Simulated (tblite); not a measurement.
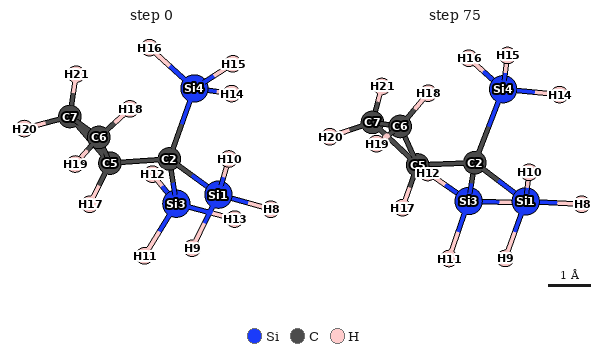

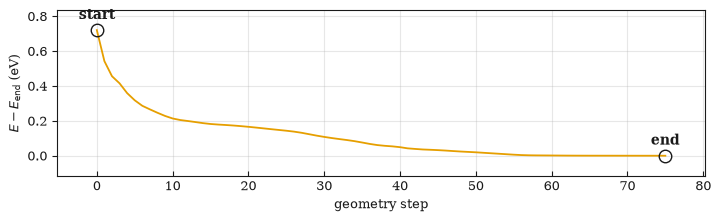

First and last geometry of a relaxation of C$_{4}$H$_{14}$Si$_{3}$, with the history of the run. The picture is a ball-and-stick view, seen from a free direction.

Method: GFN2-xTB geometry optimisation, gas phase in tblite 0.8.0. 

What do the curves and the structures tell?

Answer. It converged. H14 moves most after the best rigid fit: 0.97 Å. Largest moves by element: H 0.97 Å, Si 0.29 Å, C 0.29 Å. Among the contacts that change: C2–Si4 1.841 → 1.909 Å, C7–H20 1.124 → 1.081 Å, C2–C5 1.479 → 1.517 Å, Si4–H14 1.498 → 1.464 Å. Among the angles between lasting bonds that change: C2–C5–C6 112.8° → 123.4°, Si1–C2–Si3 102.4° → 110.3°, C5–C7–H21 125.6° → 118.6°. Groups turn about C2–Si4 by about 45°, C2–C5 by about 25°. After 75 geometry steps the energy has fallen by 0.721 eV. The run took 1.2 s on 1 thread of Intel(R) Xeon(R) Processor @ 2.70GHz, with other jobs on the host.

```tsv
step	E − E(0), eV
0	0.0000
1	-0.1782
2	-0.2646
3	-0.3055
4	-0.3617
5	-0.4027
6	-0.4343
7	-0.4548
8	-0.4743
9	-0.4924
10	-0.5070
13	-0.5276
17	-0.5445
20	-0.5549
24	-0.5728
27	-0.5890
31	-0.6194
34	-0.6372
37	-0.6596
41	-0.6784
44	-0.6866
48	-0.6967
51	-0.7039
54	-0.7120
58	-0.7188
61	-0.7197
65	-0.7204
68	-0.7205
72	-0.7207
75	-0.7208
```
